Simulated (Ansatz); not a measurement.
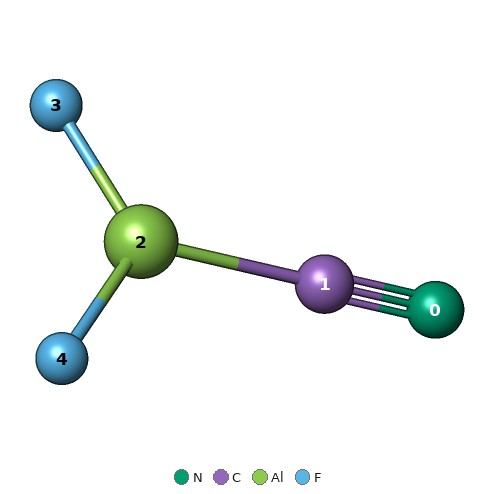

The structure as it stands in the input. Atoms are numbered from 0, in the order of the input.

Ansatz 0.2.0 input:

```yaml
crystal:
  periodic: [false, false, false]
  atoms:
    - {symbol: N, position_ang: [1.528495, -1.248620, 1.351812]}
    - {symbol: C, position_ang: [0.794109, -0.651908, 0.694086]}
    - {symbol: Al, position_ang: [-0.419721, 0.334391, -0.393136]}
    - {symbol: F, position_ang: [-1.703444, -0.425245, -1.042488]}
    - {symbol: F, position_ang: [-0.105787, 2.174757, -0.693767]}
basis:
  gaussian: {orbitals: def2-TZVPP}
correlation: {method: ccsd_t}
```

Output:

```
Functional definition: HF
  name "HF"
  cite "Fock, Z. Phys. 61, 126 (1930) doi:10.1007/BF01340294"
  parent pbe
  exchange = exact_x
  correlation = 0
1068 factors; integrals over basis functions are off by at most 9.0e-4 eV
mean field evaluation 1: about -14509.0761 eV, gradient 5.0e1 eV
mean field evaluation 2: about -14509.2774 eV, gradient 5.0e1 eV
mean field evaluation 4: about -14514.0796 eV, gradient 3.8e0 eV
mean field evaluation 8: about -14514.1621 eV, gradient 6.0e-1 eV
mean field evaluation 16: about -14509.0754 eV, gradient 5.0e1 eV
mean field -14514.16330072 eV, -533.3856632481 hartree, gradient 3.1e-6 eV, S^2 0.000000; 0 other end points of the search recorded, 0 dependent functions left out
9 core orbitals not correlated: weight in the atoms' cores, before any rotation towards them, 1.000 or more for the frozen orbitals, at most 0.000 for the correlated occupied ones
reference -14514.16330072 eV, -533.3856632481 hartree; 13, 13 occupied and 144, 144 virtual orbitals, 1068 factors
second order -24.69684177 eV of doubles, -0.00000000 eV of singles
cycle   1  -23.85495157 eV  change    8.4e-1 eV  update   1.3e-1
cycle   2  -24.48601703 eV  change   -6.3e-1 eV  update   4.1e-2
cycle   3  -24.63945918 eV  change   -1.5e-1 eV  update   1.9e-2
cycle   4  -24.63108099 eV  change    8.4e-3 eV  update   5.6e-3
cycle   5  -24.62758459 eV  change    3.5e-3 eV  update   2.3e-3
cycle   6  -24.63000711 eV  change   -2.4e-3 eV  update   7.4e-4
cycle   7  -24.63035628 eV  change   -3.5e-4 eV  update   2.7e-4
cycle   8  -24.63019691 eV  change    1.6e-4 eV  update   8.6e-5
cycle   9  -24.63019583 eV  change    1.1e-6 eV  update   3.3e-5
cycle  10  -24.63023287 eV  change   -3.7e-5 eV  update   1.4e-5
cycle  11  -24.63019909 eV  change    3.4e-5 eV  update   6.0e-6
cycle  12  -24.63020058 eV  change   -1.5e-6 eV  update   2.1e-6
perturbative correction -0.96812193 eV, -0.0355778247 hartree
Total energy: -14539.76162323 eV, -534.3263842492 hartree
```
